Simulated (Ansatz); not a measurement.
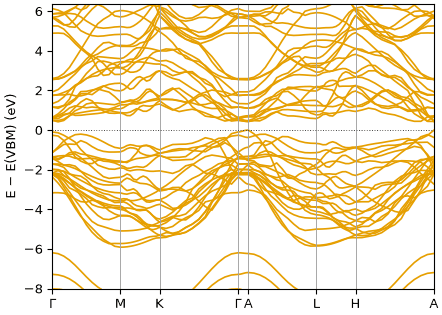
Figure. Band structure from r²SCAN+D4 in the plane-wave PAW code Ansatz

The gap is 0.38 eV; an edge lies off the plotted path or next to a special point (maximum at A, minimum off the standard path).

The material is GeSb$_{4}$Te$_{7}$ in space group P-3m1 (No. 164; Pearson symbol hP12).

The first step of the workflow began from a Materials Project structure, measured or hypothetical; the Crystallography Open Database copy checked does not list it. Whether it is the stable phase at ambient conditions was not checked. The r²SCAN+D4 relaxation kept the symmetry of its start; its stability against distortions is not shown here. Scalar-relativistic: spin–orbit coupling is off unless named, which matters more the heavier the elements.

Potentials: the later of the program's two PAW sets.
